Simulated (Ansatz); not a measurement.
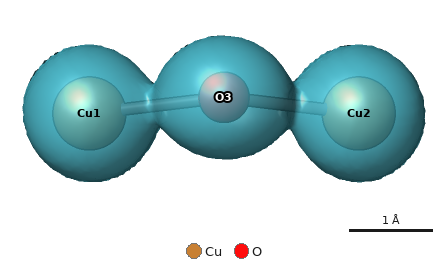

Figure. Cu₂O (charge +1, doublet). Isosurface of the electron density at 0.8 e/Å³ (cyan), seen from one side.

Geometry: r2SCAN-D4/def2-TZVP.

Theory: UKS PBE0-D4/def2-TZVP (Ansatz 0.2.0).

Q: How is the density connected at this value?

A: At this value the surface is in one piece. It bridges the sampled Cu–O (1.76 Å) contacts, where the density stays above the isovalue. On the grid the lowest density along these lines, outside the cores, is 0.96 e/Å³ (Cu–O, 1.76 Å).
